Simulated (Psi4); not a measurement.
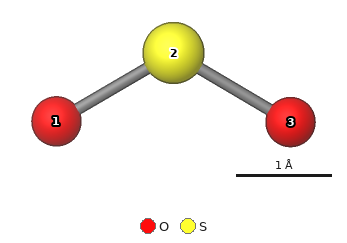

**Figure 1.** The structure (ball-and-stick view, seen on its broad side; atoms are numbered from 1 in the order of the input).

Single-point calculation of SO$_{2}$

- system: SO$_{2}$, SMILES O=S=O
- method: B2PLYP/def2-TZVP, RKS (Psi4 1.11)

The geometry comes from this level: PBE0-D4/def2-TZVP.

## Log
```
=> Loading Basis Set <=

    Name: DEF2-TZVP
    Role: ORBITAL
    Keyword: BASIS

         ---------------------------------------------------------
                                   SCF
                              RKS Reference
                        1 Threads,   1525 MiB Core
         ---------------------------------------------------------

  ==> Geometry <==

    Molecular point group: c1
    Full point group: Cs

    Geometry (in Angstrom), charge = 0, multiplicity = 1:

       Center              X                  Y                   Z               Mass
    ------------   -----------------  -----------------  -----------------  -----------------
         O           -1.156925076250     0.559283149068    -0.000000000000    15.994914619570
         S            0.244607938444     0.269387628714     0.000000000000    31.972071174400
         O            0.667980770902    -1.097759323752    -0.000000000000    15.994914619570

  Running in c1 symmetry.

  Rotational constants: A =      1.99168  B =      0.34691  C =      0.29545 [cm^-1]
  Rotational constants: A =  59709.03123  B =  10400.21748  C =   8857.41784 [MHz]
  Nuclear repulsion =  108.393821834018610

  Charge       = 0
  Multiplicity = 1
  Electrons    = 32
  Nalpha       = 16
  Nbeta        = 16

  ==> Algorithm <==

  SCF Algorithm Type is DF.
  DIIS enabled.
  MOM disabled.
  Fractional occupation disabled.
  Guess Type is SAD.
  Energy threshold   = 1.00e-06
  Density threshold  = 1.00e-06
  Integral threshold = 1.00e-12

  ==> Primary Basis <==

  Basis Set: DEF2-TZVP
    Blend: DEF2-TZVP
    Number of shells: 35
    Number of basis functions: 99
    Number of Cartesian functions: 114
    Spherical Harmonics?: true
    Max angular momentum: 3

  ==> DFT Potential <==

   => LibXC <=

    Version 7.1.2

   => Composite Functional: B2PLYP <=

    B2PLYP Double Hybrid Exchange-Correlation Functional

    Deriv               =              1
    GGA                 =           TRUE
    Meta                =          FALSE

    Exchange Hybrid     =           TRUE
    MP2 Hybrid          =           TRUE

   => Exchange Functionals <=

    0.4700     XC_GGA_X_B88

   => Exact (HF) Exchange <=

    0.5300               HF

   => Correlation Functionals <=

    0.7300     XC_GGA_C_LYP

   => MP2 Correlation <=

    0.2700       MP2

   => LibXC Density Thresholds  <==

    XC_GGA_C_LYP:  1.00E-14
    XC_GGA_X_B88:  1.00E-15

   => Molecular Quadrature <=

    Radial Scheme          =       TREUTLER
    Pruning Scheme         =           NONE
    Nuclear Scheme         =       TREUTLER

    Blocking Scheme        =         OCTREE
    BS radius alpha        =              1
    Pruning alpha          =              1
    Radial Points          =            150
    Spherical Points       =            974
    Total Points           =         411954
    Total Blocks           =           2963
    Max Points             =            256
    Max Functions          =             97
    Weights Tolerance      =       1.00E-15

   => Loading Basis Set <=

    Name: (DEF2-TZVP AUX)
    Role: JKFIT
    Keyword: DF_BASIS_SCF

  ==> Integral Setup <==

  DFHelper Memory: AOs need 0.023 GiB; user supplied 0.190 GiB.
  SCF_SUBTYPE=INCORE selected. In-core MEM_DF algorithm will be used.
  Using in-core AOs.

  ==> MemDFJK: Density-Fitted J/K Matrices <==

    J tasked:                   Yes
    K tasked:                   Yes
    wK tasked:                   No
    Memory [MiB]:               194
    Algorithm:                 Core
    Schwarz Cutoff:           1E-12
    Mask sparsity (%):       0.9387
    Fitting Condition:        1E-10

   => Auxiliary Basis Set <=

  Basis Set: (DEF2-TZVP AUX)
    Blend: DEF2-UNIVERSAL-JKFIT
    Number of shells: 88
    Number of basis functions: 282
    Number of Cartesian functions: 341
    Spherical Harmonics?: true
    Max angular momentum: 4

  Cached 100.0% of DFT collocation blocks in 0.928 [GiB].

  Minimum eigenvalue in the overlap matrix is 1.9194962417E-03.
  Reciprocal condition number of the overlap matrix is 4.1346338297E-04.
    Using symmetric orthogonalization.

  ==> Pre-Iterations <==

  SCF Guess: Superposition of Atomic Densities via on-the-fly atomic UHF (no occupation information).

   -------------------------
    Irrep   Nso     Nmo
   -------------------------
     A         99      99
   -------------------------
    Total      99      99
   -------------------------

  ==> Iterations <==

                           Total Energy        Delta E     RMS |[F,P]|

   @DF-RKS iter SAD:  -548.12372833556526   -5.48124e+02   0.00000e+00
   @DF-RKS iter   1:  -548.09707373821209    2.66546e-02   7.24981e-03 DIIS/ADIIS
   @DF-RKS iter   2:  -547.93298459140499    1.64089e-01   9.94360e-03 DIIS/ADIIS
   @DF-RKS iter   3:  -548.27593564795200   -3.42951e-01   5.12643e-04 DIIS/ADIIS
   @DF-RKS iter   4:  -548.27650686512266   -5.71217e-04   8.21573e-05 DIIS
   @DF-RKS iter   5:  -548.27654821195858   -4.13468e-05   1.92606e-05 DIIS
   @DF-RKS iter   6:  -548.27655082607112   -2.61411e-06   5.58575e-06 DIIS
   @DF-RKS iter   7:  -548.27655117644656   -3.50375e-07   1.24653e-06 DIIS
   @DF-RKS iter   8:  -548.27655119176336   -1.53168e-08   3.20299e-07 DIIS
  Energy and wave function converged.

  ==> Post-Iterations <==

   Electrons on quadrature grid:
      Ntotal   =   32.0000000175 ; deviation = 1.752e-08

    Orbital Energies [Eh]
    ---------------------

    Doubly Occupied:

       1A    -90.348578     2A    -19.787397     3A    -19.787371
       4A     -8.533078     5A     -6.380370     6A     -6.378537
       7A     -6.375306     8A     -1.299683     9A     -1.201576
      10A     -0.734845    11A     -0.582377    12A     -0.579536
      13A     -0.569777    14A     -0.441039    15A     -0.440437
      16A     -0.405383

    Virtual:

      17A     -0.072681    18A      0.102498    19A      0.113922
      20A      0.271346    21A      0.277025    22A      0.344147
      23A      0.380522    24A      0.407360    25A      0.429752
      26A      0.457971    27A      0.478403    28A      0.491533
      29A      0.510423    30A      0.537824    31A      0.574035
      32A      0.609365    33A      0.711056    34A      0.759141
      35A      0.917682    36A      0.952379    37A      1.346486
      38A      1.371879    39A      1.417949    40A      1.425789
      41A      1.508887    42A      1.533643    43A      1.552701
      44A      1.578678    45A      1.623851    46A      1.653182
      47A      1.676519    48A      1.758099    49A      1.789454
      50A      1.832879    51A      1.898138    52A      1.911518
      53A      2.019279    54A      2.156187    55A      2.265588
      56A      2.280866    57A      2.348707    58A      2.358748
      59A      2.382605    60A      2.511342    61A      2.529337
      62A      2.910273    63A      2.937037    64A      2.937303
      65A      2.959608    66A      2.994096    67A      3.125990
      68A      3.578873    69A      4.124095    70A      5.246148
      71A      5.252522    72A      5.260723    73A      5.264663
      74A      5.266169    75A      5.335328    76A      5.367825
      77A      5.381548    78A      5.446233    79A      5.566159
      80A      5.571846    81A      5.749496    82A      5.800056
      83A      5.871758    84A      6.395559    85A      6.446035
      86A      6.454784    87A      6.478036    88A      6.806713
      89A      6.807717    90A      6.855506    91A      6.911346
      92A      7.029857    93A      7.103197    94A      8.966603
      95A      9.272468    96A      9.874928    97A     21.470056
      98A     43.788603    99A     44.000373

    Final Occupation by Irrep:
              A
    DOCC [    16 ]
    NA   [    16 ]
    NB   [    16 ]

  @DF-RKS Final Energy:  -548.27655119176336

   => Energetics <=

    Nuclear Repulsion Energy =            108.3938218340186097
    One-Electron Energy =                -970.9819875838682037
    Two-Electron Energy =                 334.8028693697294784
    DFT Exchange-Correlation Energy =     -20.4912548116431807
    Empirical Dispersion Energy =           0.0000000000000000
    VV10 Nonlocal Energy =                  0.0000000000000000
    Total Energy =                       -548.2765511917633603

Computation Completed

Properties will be evaluated at   0.000000,   0.000000,   0.000000 [a0]

Properties computed using the SCF density matrix

 Multipole Moments:

 ------------------------------------------------------------------------------------
     Multipole            Electronic (a.u.)      Nuclear  (a.u.)        Total (a.u.)
 ------------------------------------------------------------------------------------

 L = 1.  Multiply by 2.5417464519 to convert [e a0] to [Debye]
 Dipole X            :          0.5010074            0.0041056            0.5051130
 Dipole Y            :          0.5517863            0.0045215            0.5563078
 Dipole Z            :         -0.0000000            0.0000000           -0.0000000
 Magnitude           :                                                    0.7514103

 ------------------------------------------------------------------------------------

	total time  =         12 seconds =       0.20 minutes

   => Loading Basis Set <=

    Name: (DEF2-TZVP AUX)
    Role: RIFIT
    Keyword: DF_BASIS_MP2

	 --------------------------------------------------------
	                          DF-MP2
	      2nd-Order Density-Fitted Moller-Plesset Theory
	              RMP2 Wavefunction,   1 Threads

	 --------------------------------------------------------

   => Auxiliary Basis Set <=

  Basis Set: (DEF2-TZVP AUX)
    Blend: DEF2-TZVP-RI
    Number of shells: 73
    Number of basis functions: 265
    Number of Cartesian functions: 336
    Spherical Harmonics?: true
    Max angular momentum: 4

	 --------------------------------------------------------
	                 NBF =    99, NAUX =   265
	 --------------------------------------------------------
	   CLASS    FOCC     OCC    AOCC    AVIR     VIR    FVIR
	   PAIRS       7      16       9      83      83       0
	 --------------------------------------------------------

	-----------------------------------------------------------
	 ==================> DF-MP2 Energies <====================
	-----------------------------------------------------------
	 Reference Energy          =    -548.2765511917633603 [Eh]
	 Singles Energy            =      -0.0000000000000000 [Eh]
	 Same-Spin Energy          =      -0.2205791717409729 [Eh]
	 Opposite-Spin Energy      =      -0.5896150967162389 [Eh]
	 Correlation Energy        =      -0.8101942684572118 [Eh]
	 Total Energy              =    -549.0867454602205271 [Eh]
	-----------------------------------------------------------
	 ================> DF-SCS-MP2 Energies <==================
	-----------------------------------------------------------
	 SCS Same-Spin Scale       =       0.3333333333333333 [-]
	 SCS Opposite-Spin Scale   =       1.2000000000000000 [-]
	 SCS Same-Spin Energy      =      -0.0735263905803243 [Eh]
	 SCS Opposite-Spin Energy  =      -0.7075381160594867 [Eh]
	 SCS Correlation Energy    =      -0.7810645066398110 [Eh]
	 SCS Total Energy          =    -549.0576156984031968 [Eh]
	-----------------------------------------------------------

    B2PLYP Energy Summary
    ---------------------
    DFT Reference Energy                  =  -548.2765511917633603
    Scaled MP2 Correlation                =    -0.2187524524834472
    @Final double-hybrid DFT total energy =  -548.4953036442468601

	total time  =          0 seconds =       0.00 minutes
```

## Standard output
```
total energy -548.49530364 hartree = -14925.31743 eV
```

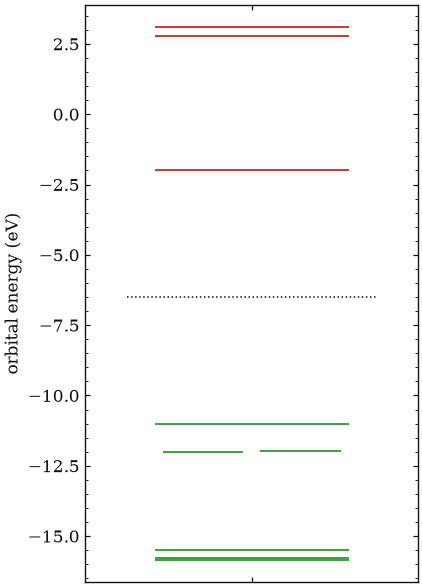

**Figure 2.** Orbital energies near the frontier; the dotted line parts filled from empty levels, and levels within 0.02 eV of each other stand side by side. Highest filled −11.03 eV, lowest empty −1.98 eV, 9.05 eV apart.

The run was set up as follows.

## The input (o2s.py)
```python
import psi4

psi4.set_memory('1600 MB')
psi4.set_num_threads(1)
psi4.core.set_output_file('run.log', False)

molecule = psi4.geometry("""
O     -0.974420     0.645900    -0.459510
S      0.269520     0.357380     0.186790
O      0.704900    -1.003280     0.272720
units angstrom
symmetry c1
""")

psi4.set_options({
    'basis': 'def2-TZVP',
    'puream': True,
    'scf_type': 'df',
    'num_frozen_docc': 7,
    'dft_radial_points': 150,
    'dft_spherical_points': 974,
})

e = psi4.energy('b2plyp')
print(f'total energy {e:.8f} hartree = {e * 27.211386:.5f} eV')
```

Command:
```bash
python o2s.py
```

## Key numbers

| quantity | value |
| --- | --- |
| outcome | converged |
| total energy | −548.495304 hartree |
| SCF energy | −548.276551 hartree |
| basis functions | 99 |
| HOMO | −11.03 eV |
| LUMO | −1.98 eV |
| hardware | 1 thread of Intel Xeon @ 2.70GHz, 189 GiB of memory available, shared host |
| wall time | 14 s |
| peak memory | 1.2 GiB |
